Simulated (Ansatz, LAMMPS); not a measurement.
# K+ BF4- in propylene carbonate and diethyl carbonate, from a frame at 330 K (197 atoms): geometry optimisation, part 2 of 3

Aim: bring K+ BF4- in propylene carbonate and diethyl carbonate, from a frame at 330 K (197 atoms) to a nearby minimum of the energy and see what moves.

Ansatz 0.2.0; Kohn-Sham DFT, PBE+D3(BJ), PAW (set soft_2), plane waves.

The cell: 55 C, 36 O, 100 H, 1 B, 4 F and 1 K. The network of contacts between molecules at the start is that of the classical potential that made the cell. The density was typed from a rule of thumb and may lie off the real one at this temperature. Sampling is at Γ alone, for a cell whose shortest periodic width is 12 Å.

So far. Step 3 (Single point at the start): Neighbours are counted within 1.34 Å (H-C), 1.85 Å (C-C), 1.73 Å (C-O), 3.15 Å (O-K), 1.72 Å (F-B), 3.04 Å (F-K).

### Step 4. Relaxation

The atoms are relaxed in the fixed cell, aiming at the force tolerance of the input.

File input.yaml:

```yaml
crystal:
  lattice:
    - [12.27108, 0.0, 0.0]
    - [0.0, 12.27108, 0.0]
    - [0.0, 0.0, 12.27108]
  atoms:
    [... the 197 atom lines of step 3 ...]
kpoints:
  mp_grid: { grid: [1, 1, 1] }
hamiltonian:
  xc: pbe
  dispersion: d3bj
scf:
  occupations: { method: fixed }
output:
  forces: true
relax:
  f_tol: 0.03
  max_steps: 200
```

Run with:

```bash
$ ansatz run input.yaml --threads 4 --pin off --max-ram 8192MiB --backend cpu --events-out ev --progress --plain --runs-dir out
```

Numbers of over 12 decimals in the logs are rounded to 6 here.

Log:

```text
[...]
Crystal: 197 atoms, lattice volume = 1847.772 Å³
Basis set: ecut = 420 eV, 36137 PW (Γ), exchange–correlation on 180×180×180 points (8 copies of the dense FFT grid, shifted against one another)
Bands: 485, of which v1, the nominal top of the filled ones, is band 288 counted from 1 (287 counted from 0)
Symmetry: 1 space group operations
[...]
k-points: 1
[...]
SCF iter   1: F=—  HF=-40749.013966 eV  |F-HF|=—  |Δ(HF+E_count)|=         —  Δρ=5.24e-3  dr2=5.44e-1  ethr=1.77e-3  ⟨swp⟩=5.0  Hψ=1521  notcnv=0  defer=195
[...]
SCF iter   3: F=—  HF=-40748.910877 eV  |F-HF|=—  |Δ(HF+E_count)|=   5.97e-4  Δρ=1.43e-3  dr2=3.92e-2  ethr=2.02e-5  ⟨swp⟩=3.0  Hψ=586  notcnv=0  defer=86
automatic band count: iteration 3 solves 376 bands in place of 485: the levels show a gap, and the empty bands left out lie too high to hold charge; the band table lists the bands solved (type scf.n_extra_bands for more)
SCF iter   4: F=—  HF=-40748.905819 eV  |F-HF|=—  |Δ(HF+E_count)|=   5.06e-3  Δρ=4.69e-4  dr2=4.72e-3  ethr=6.81e-6  ⟨swp⟩=3.0  Hψ=591  notcnv=0  defer=86
[...]
SCF iter   7: F=-40748.909256 eV  HF=-40748.909256 eV  |F-HF|=6.41e-8  |Δ(HF+E_count)|=   1.33e-5  Δρ=2.87e-5  dr2=1.24e-5  ethr=3.91e-9  ⟨swp⟩=3.0  Hψ=1463  notcnv=0
SCF 1 converged in 7 iterations: F = -40748.909256 eV  dr2 = 1.24e-5
[...]
relax step   1: F+E_penalty+E_count = -40748.90925575 eV  Δ(F+E_penalty+E_count) = +0.000e0 eV  max|allowed force component| = 4.754e0 eV/Å  Δτ_max = 0.0000 Å  (7 SCF iters, dr2 threshold 2.25e-5 eV, accepted)
[... from here on, the SCF cycles and remarks between the steps are left out ...]
relax step   2: F+E_penalty+E_count = -40756.84477251 eV  Δ(F+E_penalty+E_count) = -7.936e0 eV  max|allowed force component| = 2.250e0 eV/Å  Δτ_max = 0.2000 Å  (7 SCF iters, dr2 threshold 1.00e-4 eV, accepted)
relax step   3: F+E_penalty+E_count = -40758.78157596 eV  Δ(F+E_penalty+E_count) = -1.937e0 eV  max|allowed force component| = 1.039e0 eV/Å  Δτ_max = 0.1926 Å  (7 SCF iters, dr2 threshold 1.00e-4 eV, accepted)
relax step   4: F+E_penalty+E_count = -40759.43860252 eV  Δ(F+E_penalty+E_count) = -6.570e-1 eV  max|allowed force component| = 4.846e-1 eV/Å  Δτ_max = 0.1945 Å  (7 SCF iters, dr2 threshold 1.00e-4 eV, accepted)
relax step   5: F+E_penalty+E_count = -40759.77458280 eV  Δ(F+E_penalty+E_count) = -3.360e-1 eV  max|allowed force component| = 3.590e-1 eV/Å  Δτ_max = 0.1950 Å  (7 SCF iters, dr2 threshold 5.01e-5 eV, accepted)
relax step   6: F+E_penalty+E_count = -40759.97455290 eV  Δ(F+E_penalty+E_count) = -2.000e-1 eV  max|allowed force component| = 4.203e-1 eV/Å  Δτ_max = 0.1930 Å  (7 SCF iters, dr2 threshold 2.80e-5 eV, accepted)
relax step   7: F+E_penalty+E_count = -40760.09508243 eV  Δ(F+E_penalty+E_count) = -1.205e-1 eV  max|allowed force component| = 5.228e-1 eV/Å  Δτ_max = 0.1950 Å  (6 SCF iters, dr2 threshold 9.70e-5 eV, accepted)
relax step   8: F+E_penalty+E_count = -40760.17838926 eV  Δ(F+E_penalty+E_count) = -8.331e-2 eV  max|allowed force component| = 5.975e-1 eV/Å  Δτ_max = 0.1942 Å  (7 SCF iters, dr2 threshold 1.00e-4 eV, accepted)
relax step   9: F+E_penalty+E_count = -40760.24765499 eV  Δ(F+E_penalty+E_count) = -6.927e-2 eV  max|allowed force component| = 4.578e-1 eV/Å  Δτ_max = 0.1291 Å  (6 SCF iters, dr2 threshold 1.00e-4 eV, accepted)
relax step  10: F+E_penalty+E_count = -40760.30026739 eV  Δ(F+E_penalty+E_count) = -5.261e-2 eV  max|allowed force component| = 4.146e-1 eV/Å  Δτ_max = 0.1238 Å  (6 SCF iters, dr2 threshold 1.00e-4 eV, accepted)
relax step  11: F+E_penalty+E_count = -40760.32074437 eV  Δ(F+E_penalty+E_count) = -2.048e-2 eV  max|allowed force component| = 3.010e-1 eV/Å  Δτ_max = 0.0905 Å  (6 SCF iters, dr2 threshold 1.00e-4 eV, accepted)
relax step  12: F+E_penalty+E_count = -40760.33476404 eV  Δ(F+E_penalty+E_count) = -1.402e-2 eV  max|allowed force component| = 1.702e-1 eV/Å  Δτ_max = 0.0789 Å  (6 SCF iters, dr2 threshold 4.77e-5 eV, accepted)
relax step  13: F+E_penalty+E_count = -40760.34773238 eV  Δ(F+E_penalty+E_count) = -1.297e-2 eV  max|allowed force component| = 8.834e-2 eV/Å  Δτ_max = 0.1063 Å  (7 SCF iters, dr2 threshold 9.26e-6 eV, accepted)
relax step  14: F+E_penalty+E_count = -40760.35774670 eV  Δ(F+E_penalty+E_count) = -1.001e-2 eV  max|allowed force component| = 1.332e-1 eV/Å  Δτ_max = 0.1291 Å  (8 SCF iters, dr2 threshold 2.10e-6 eV, accepted)
relax step  15: F+E_penalty+E_count = -40760.36562279 eV  Δ(F+E_penalty+E_count) = -7.876e-3 eV  max|allowed force component| = 1.482e-1 eV/Å  Δτ_max = 0.0707 Å  (7 SCF iters, dr2 threshold 4.78e-6 eV, accepted)
relax step  16: F+E_penalty+E_count = -40760.37816200 eV  Δ(F+E_penalty+E_count) = -1.254e-2 eV  max|allowed force component| = 2.941e-1 eV/Å  Δτ_max = 0.1698 Å  (7 SCF iters, dr2 threshold 2.20e-5 eV, accepted)
relax step  17: F+E_penalty+E_count = -40760.38762386 eV  Δ(F+E_penalty+E_count) = -9.462e-3 eV  max|allowed force component| = 3.385e-1 eV/Å  Δτ_max = 0.0662 Å  (5 SCF iters, dr2 threshold 8.65e-5 eV, accepted)
relax step  18: F+E_penalty+E_count = -40760.40709917 eV  Δ(F+E_penalty+E_count) = -1.948e-2 eV  max|allowed force component| = 4.246e-1 eV/Å  Δτ_max = 0.0925 Å  (6 SCF iters, dr2 threshold 1.00e-4 eV, accepted)
relax step  19: F+E_penalty+E_count = -40760.41617214 eV  Δ(F+E_penalty+E_count) = -9.073e-3 eV  max|allowed force component| = 4.954e-1 eV/Å  Δτ_max = 0.1049 Å  (6 SCF iters, dr2 threshold 1.00e-4 eV, accepted)
relax step  20: F+E_penalty+E_count = -40760.42757927 eV  Δ(F+E_penalty+E_count) = -1.141e-2 eV  max|allowed force component| = 4.695e-1 eV/Å  Δτ_max = 0.0713 Å  (5 SCF iters, dr2 threshold 1.00e-4 eV, accepted)
relax step  21: F+E_penalty+E_count = -40760.43814965 eV  Δ(F+E_penalty+E_count) = -1.057e-2 eV  max|allowed force component| = 2.852e-1 eV/Å  Δτ_max = 0.0365 Å  (5 SCF iters, dr2 threshold 1.00e-4 eV, accepted)
relax step  22: F+E_penalty+E_count = -40760.44573150 eV  Δ(F+E_penalty+E_count) = -7.582e-3 eV  max|allowed force component| = 8.237e-2 eV/Å  Δτ_max = 0.0796 Å  (6 SCF iters, dr2 threshold 3.00e-5 eV, accepted)
relax step  23: F+E_penalty+E_count = -40760.44942666 eV  Δ(F+E_penalty+E_count) = -3.695e-3 eV  max|allowed force component| = 6.980e-2 eV/Å  Δτ_max = 0.0758 Å  (9 SCF iters, accepted)
relax step  24: F+E_penalty+E_count = -40760.45352712 eV  Δ(F+E_penalty+E_count) = -4.100e-3 eV  max|allowed force component| = 9.394e-2 eV/Å  Δτ_max = 0.0973 Å  (9 SCF iters, accepted)
relax step  25: F+E_penalty+E_count = -40760.45832828 eV  Δ(F+E_penalty+E_count) = -4.801e-3 eV  max|allowed force component| = 9.588e-2 eV/Å  Δτ_max = 0.1490 Å  (7 SCF iters, dr2 threshold 6.34e-6 eV, accepted)
relax step  26: F+E_penalty+E_count = -40760.46206773 eV  Δ(F+E_penalty+E_count) = -3.739e-3 eV  max|allowed force component| = 1.136e-1 eV/Å  Δτ_max = 0.0813 Å  (7 SCF iters, dr2 threshold 9.19e-6 eV, accepted)
relax step  27: F+E_penalty+E_count = -40760.46641301 eV  Δ(F+E_penalty+E_count) = -4.345e-3 eV  max|allowed force component| = 1.039e-1 eV/Å  Δτ_max = 0.0866 Å  (7 SCF iters, dr2 threshold 1.29e-5 eV, accepted)
relax step  28: F+E_penalty+E_count = -40760.46841376 eV  Δ(F+E_penalty+E_count) = -2.001e-3 eV  max|allowed force component| = 7.878e-2 eV/Å  Δτ_max = 0.0558 Å  (7 SCF iters, dr2 threshold 9.03e-6 eV, accepted)
relax step  29: F+E_penalty+E_count = -40760.47019505 eV  Δ(F+E_penalty+E_count) = -1.781e-3 eV  max|allowed force component| = 5.193e-2 eV/Å  Δτ_max = 0.0166 Å  (5 SCF iters, dr2 threshold 3.57e-6 eV, accepted)
relax step  30: F+E_penalty+E_count = -40760.47119686 eV  Δ(F+E_penalty+E_count) = -1.002e-3 eV  max|allowed force component| = 2.112e-2 eV/Å  Δτ_max = 0.0198 Å  (7 SCF iters, dr2 threshold 1.17e-6 eV, accepted)
relax step  31: F+E_penalty+E_count = -40760.47119687 eV  Δ(F+E_penalty+E_count) = -9.321e-9 eV  max|allowed force component| = 2.114e-2 eV/Å  Δτ_max = 0.0000 Å  (2 SCF iters, accepted)
relax step  32: F+E_penalty+E_count = -40760.47178051 eV  Δ(F+E_penalty+E_count) = -5.836e-4 eV  max|allowed force component| = 2.076e-2 eV/Å  Δτ_max = 0.0365 Å  (8 SCF iters, accepted)
relax step  33: F+E_penalty+E_count = -40760.47243701 eV  Δ(F+E_penalty+E_count) = -6.565e-4 eV  max|allowed force component| = 3.673e-2 eV/Å  Δτ_max = 0.0697 Å  (9 SCF iters, accepted)
relax step  34: F+E_penalty+E_count = -40760.47279778 eV  Δ(F+E_penalty+E_count) = -3.608e-4 eV  max|allowed force component| = 3.236e-2 eV/Å  Δτ_max = 0.0476 Å  (7 SCF iters, dr2 threshold 1.30e-6 eV, accepted)
relax step  35: F+E_penalty+E_count = -40760.47315143 eV  Δ(F+E_penalty+E_count) = -3.537e-4 eV  max|allowed force component| = 3.221e-2 eV/Å  Δτ_max = 0.0423 Å  (8 SCF iters, accepted)
relax step  36: F+E_penalty+E_count = -40760.47353371 eV  Δ(F+E_penalty+E_count) = -3.823e-4 eV  max|allowed force component| = 3.342e-2 eV/Å  Δτ_max = 0.0252 Å  (7 SCF iters, accepted)
relax step  37: F+E_penalty+E_count = -40760.47381003 eV  Δ(F+E_penalty+E_count) = -2.763e-4 eV  max|allowed force component| = 4.210e-2 eV/Å  Δτ_max = 0.0714 Å  (7 SCF iters, dr2 threshold 1.11e-6 eV, accepted)
relax step  38: F+E_penalty+E_count = -40760.47290387 eV  Δ(F+E_penalty+E_count) = +9.062e-4 eV  max|allowed force component| = 9.719e-2 eV/Å  Δτ_max = 0.0729 Å  (7 SCF iters, dr2 threshold 1.77e-6 eV, rejected (line search))
relax step  39: F+E_penalty+E_count = -40760.47424693 eV  Δ(F+E_penalty+E_count) = -4.369e-4 eV  max|allowed force component| = 2.684e-2 eV/Å  Δτ_max = 0.0168 Å  (8 SCF iters, accepted)
SCF converged after 8 iterations
Free energy (F): -40760.474247 eV
[...]
Internal energy: -40760.474247 eV  (E = F + TS)
E sigma→0 (E₀):  -40760.474247 eV
Fermi energy:    -0.734814 eV
[...]
--- Forces (eV/Å), atoms counted from 1 ---
  atom   1  C      0.00188731     0.00040517    -0.00110921
  atom   2  C     -0.00044333    -0.00096924     0.00080068
  atom   3  O     -0.00142901     0.00040537     0.00037461
  atom   4  C      0.00031207     0.00098853     0.00340363
  atom   5  O      0.00024270    -0.00103845    -0.00072252
  atom   6  O      0.00095997     0.00002837    -0.00147835
  atom   7  C      0.00093974     0.00104369    -0.00137029
  atom   8  C     -0.00138712    -0.00077846     0.00147788
  atom   9  H     -0.00023984     0.00076120     0.00004624
  atom  10  H     -0.00045764    -0.00030421     0.00120069
  atom  11  H     -0.00147909    -0.00058658    -0.00048282
  atom  12  H     -0.00051902     0.00008517     0.00015802
  atom  13  H      0.00005929     0.00065169     0.00060735
  atom  14  H     -0.00021589    -0.00068742    -0.00034535
[...]
atom 196  F      0.00361198    -0.00020120     0.00359008
  atom 197  K      0.00103122     0.00050218    -0.00039348
  max |Σ_I F_I| component: 1.30e-4 eV/Å
--- Relaxed structure (39 steps of the walk, 38 accepted, 0 SCFs on fresh bases) ---
  F+E_penalty+E_count = -40760.47424693 eV   max|allowed force component| = 2.684e-2 eV/Å
  atoms:
    - { symbol: C, position: [0.411423, 0.532288, 0.306690] }
    - { symbol: C, position: [0.522829, 0.492827, 0.272257] }
    - { symbol: O, position: [0.571916, 0.581923, 0.210306] }
    - { symbol: C, position: [0.669932, 0.563833, 0.166299] }
[...]
- { symbol: K, position: [0.563947, 0.280710, 0.642523] }
```

The job ended after 11 min (4 threads of Intel Xeon Platinum 8259CL at 2.50GHz (Skylake/Cascade Lake), shared host; peak memory 2.6 GiB; 39 min of CPU time).

The steps of the relaxation (22 of 39):

```csv
step,energy less that of the first step (eV),largest force component (eV/Å)
1,0.0000,4.7542
3,-9.8723,1.0389
5,-10.8653,0.3590
6,-11.0653,0.4203
8,-11.2691,0.5975
10,-11.3910,0.4146
12,-11.4255,0.1702
14,-11.4485,0.1332
15,-11.4564,0.1482
17,-11.4784,0.3385
19,-11.5069,0.4954
21,-11.5289,0.2852
23,-11.5402,0.0698
25,-11.5491,0.0959
26,-11.5528,0.1136
28,-11.5592,0.0788
30,-11.5619,0.0211
32,-11.5625,0.0208
34,-11.5635,0.0324
35,-11.5639,0.0322
37,-11.5646,0.0421
39,-11.5650,0.0268
```

Relaxation step 38 was tried and not accepted.

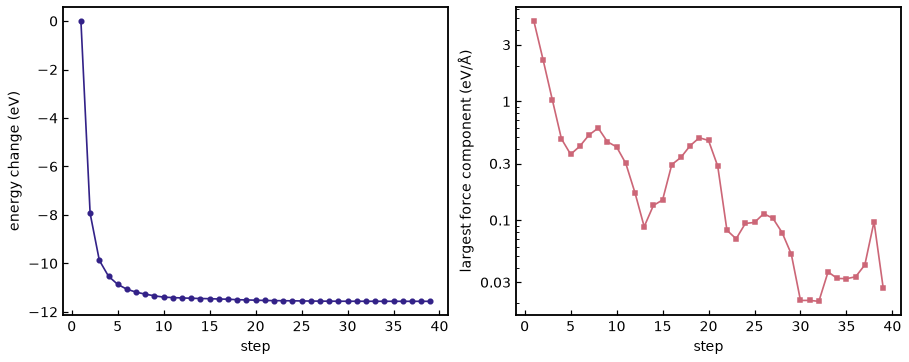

Energy and largest force along the relaxation.

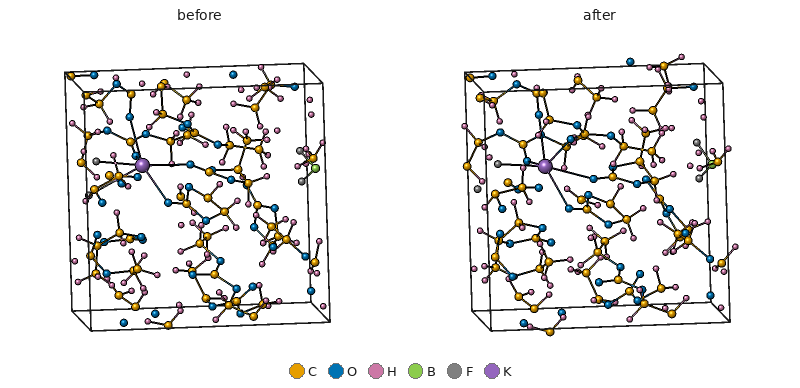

The structure before and after the relaxation, drawn at the same scale. Bonds to atoms that aren't drawn are left out.

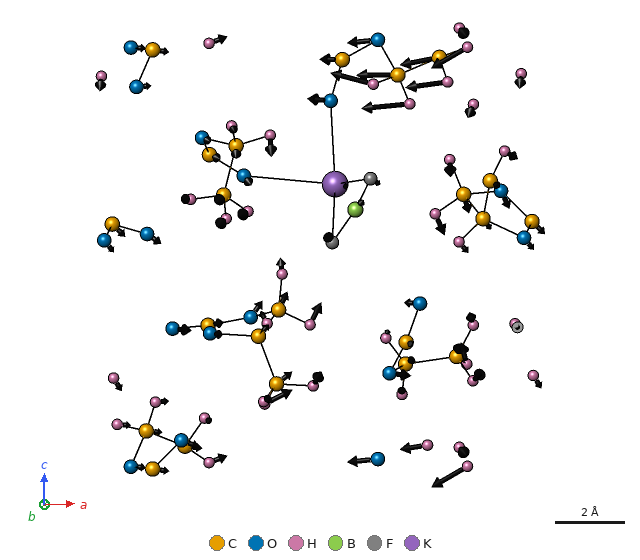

Displacements in the relaxation, scaled; the longest in the cell stands for 2.08 Å. Drawn is a slice 4 Å thick, seen along the normal of the ac plane. Bonds to atoms that aren't drawn are left out.

The atoms that moved most (Å):

```csv
atom,dx,dy,dz,length
H105,-2.043,-0.368,-0.149,2.081
H104,-1.744,0.027,0.471,1.807
H108,-1.746,-0.316,-0.196,1.785
H107,-1.490,-0.331,-0.816,1.731
C97,-1.606,-0.162,0.014,1.614
H63,-0.327,0.084,1.569,1.605
C98,-1.515,-0.194,-0.265,1.551
H64,-1.029,0.338,1.065,1.519
```

The relaxation changed the energy by -58.7 meV/atom, and atoms moved by 0.76 Å r.m.s., 2.1 Å at most.

### Step 5. Local order after relaxation

Bonds before and after, by the cutoffs listed below:

```csv
pair,bonds before,bonds after,mean before (Å),mean after (Å),spread before (Å),spread after (Å)
H-C,100,100,1.089,1.096,0.032,0.002
C-C,24,24,1.512,1.514,0.041,0.008
C-O,60,60,1.353,1.365,0.074,0.090
O-K,4,5,2.621,2.777,0.062,0.053
F-B,4,4,1.393,1.415,0.029,0.010
F-K,1,1,2.606,2.672,0.000,0.000
```

Density 1.31 g/cm³, 9.380 Å³ an atom.

g(r), total and by pair (bins of 0.2 Å):

```csv
r (Å),total,H-H,H-C,H-O,H-F,H-B,H-K
1.00,3.25,0.00,11.45,0.00,0.00,0.00,0.00
1.20,0.33,0.00,0.11,0.00,0.00,0.00,0.00
1.40,1.00,0.00,0.00,0.00,0.00,0.00,0.00
1.60,0.39,0.00,0.00,0.00,0.00,0.00,0.00
1.80,0.91,3.54,0.00,0.00,0.00,0.00,0.00
2.00,0.39,0.04,0.00,2.06,0.00,0.00,0.00
2.20,1.27,0.24,2.98,0.04,0.72,0.00,0.00
2.40,0.98,1.71,0.07,0.84,1.58,0.00,0.00
2.60,1.03,1.77,0.55,1.62,1.94,1.06,0.00
2.80,0.78,0.93,0.56,1.70,0.67,0.00,0.00
3.00,0.86,1.27,1.04,0.74,1.25,2.47,0.78
3.20,0.87,0.68,1.17,1.00,0.91,1.44,0.69
3.40,0.95,0.53,1.16,1.05,1.43,1.22,1.90
3.60,0.96,0.73,1.11,0.69,0.56,1.69,1.12
3.80,0.95,0.90,0.82,1.15,1.04,0.51,1.02
4.00,1.12,1.16,1.04,1.23,1.03,1.84,0.00
4.20,0.95,0.94,0.75,1.11,1.24,2.53,0.42
4.40,1.10,1.00,1.11,1.25,1.50,0.77,1.52
4.60,1.06,1.02,1.05,1.11,1.31,0.72,0.68
4.80,1.10,1.04,1.18,1.11,0.87,0.65,0.63
5.00,1.03,1.05,1.20,0.73,0.74,1.17,1.20
5.20,1.00,0.94,0.91,0.91,1.16,1.10,0.81
5.40,1.06,1.07,1.00,1.11,0.82,1.03,1.00
5.60,1.02,1.19,1.04,0.90,0.71,0.24,0.46
5.80,0.95,0.94,0.99,0.92,0.93,0.67,1.54
6.00,1.00,0.94,1.02,1.01,1.01,1.02,1.63
```

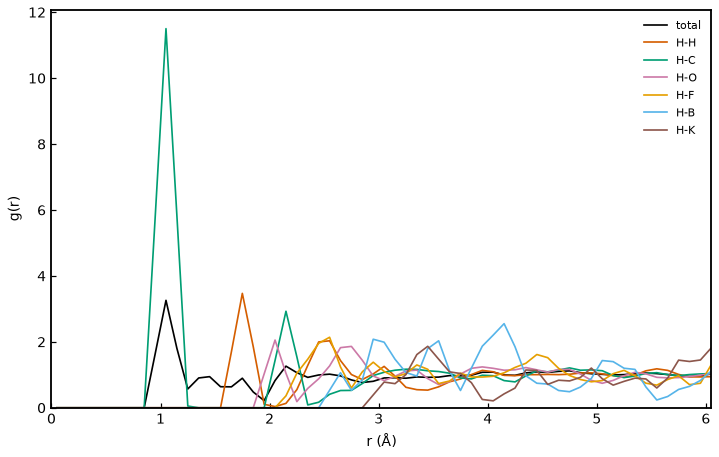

Pair distribution functions, lightly smoothed.

Bonds by pair of elements; cutoffs follow the first minimum of g(r), held within bounds set by covalent radii, and pairs that aren't listed don't count as bonded:

```csv
pair A-B,cutoff (Å),bonds,mean length (Å),spread (Å),shortest (Å),B about A,A about B
H-C,1.34,100,1.10,0.002,1.09,1,1.82
C-C,1.85,24,1.51,0.008,1.50,0.873,0.873
C-O,1.73,60,1.36,0.09,1.21,1.09,1.67
O-K,3.23,5,2.78,0.053,2.69,0.139,5
F-B,1.72,4,1.42,0.01,1.40,1,4
F-K,3.08,1,2.67,0,2.67,0.25,1
```

How many atoms have how many bonded neighbours:

```csv
element,mean,1,2,3,4,6
B,4,0,0,0,1,0
C,3.78,0,0,12,43,0
F,1.25,3,1,0,0,0
H,1,100,0,0,0,0
K,6,0,0,0,0,1
O,1.81,7,29,0,0,0
```

Bond angles, per cent of each kind in bins of 5°:

```csv
angle (°),C-C-H,H-C-H,H-C-O,O-C-O,C-C-O
100–105,0.0,0.0,16.3,0.0,34.5
105–110,15.2,93.4,83.7,19.4,37.9
110–115,84.8,6.6,0.0,13.9,27.6
115–120,0.0,0.0,0.0,0.0,0.0
120–125,0.0,0.0,0.0,27.8,0.0
125–130,0.0,0.0,0.0,38.9,0.0
```

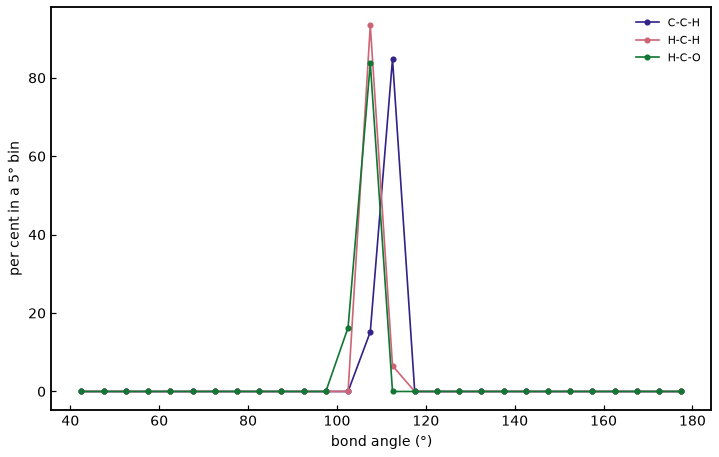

Distributions of the most common bond angles.

Bond angles (no mean is given where the spread exceeds 20°):

```csv
angle,count,mean (°),spread (°)
C-C-H,105,111,1.2
H-C-H,76,109,0.8
H-C-O,43,108,1.8
O-C-O,36,120,7.8
C-C-O,29,107,3.8
```

Bond length by coordination (bonds to H left out):

```csv
element,coordination,atoms,mean bond length (Å)
C,3,12,1.30
C,4,43,1.50
F,1,3,1.41
F,2,1,2.05
O,1,7,1.21
O,2,29,1.50
```

Rings of the network by King's shortest-path rule, up to 12 atoms, one path for each pair of neighbours; H, halogens, alkali and alkaline-earth atoms are left out, and the last column divides by all other atoms, bonded or not:

```csv
ring size (atoms),rings,per network atom
5,5,0.054
```

By these cutoffs all B atoms have 4, 78 % of C atoms have 4, 75 % of F atoms have 1 and all H atoms have 1 bonded neighbour. The C-C-H angle averages 111° with a spread of 1.2°. All rings counted have 5 atoms.

(Part 2 of 3 ends here.)

[Logs are printed without paths, hosts, clocks, repeated set-up lines and the standing remarks that a program may print on its own settings, such as how far it seeks lower states.]

[Hosts, paths, dates, database ids (printed as entryN), source tags and the programs' standing remarks are cut or masked in the printed files.]
